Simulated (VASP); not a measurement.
Band structure of Lu (hcp). These are MS2 meta-GGA, VASP's PBE PAW potentials (set 64) (plane waves; VASP 6.6.1) values and carry that method's errors.

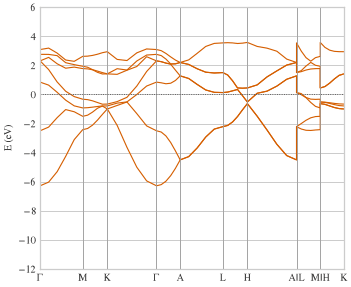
Figure. Bands along high-symmetry lines, zero at the valence-band maximum or, without a gap, the Fermi level

Problem. Read the plot: is there a gap, and where are the band edges?

Solution. It has no gap at this level: it comes out as a metal or semimetal.

The compound is Lu in the hcp structure. It was relaxed first.
